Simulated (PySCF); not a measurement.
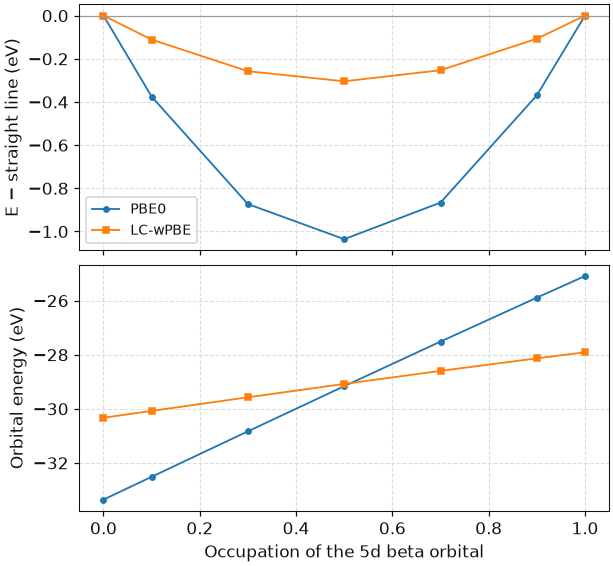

One 5d beta orbital of Ir²⁺ ([Xe] 4f¹⁴ 5d⁷) is emptied in steps. The plot gives the energy less the straight line between the integer ends; the lower panel gives the orbital energy. PySCF, def2-SVP with a 60-electron core potential, unrestricted single determinants, no spin-orbit coupling.

> Describe the curvature of each method.

PBE0: convex (delocalisation error), largest departure −1.0 eV, removal energy 29.18 eV, orbital energy from −25.1 eV when full to −33.4 eV when empty; LC-wPBE: convex (delocalisation error), largest departure −0.30 eV, removal energy 29.09 eV, orbital energy from −27.9 eV when full to −30.3 eV when empty. The NIST theoretical removal energy is 28.00 eV. The exact energy is a straight line between whole electron numbers.
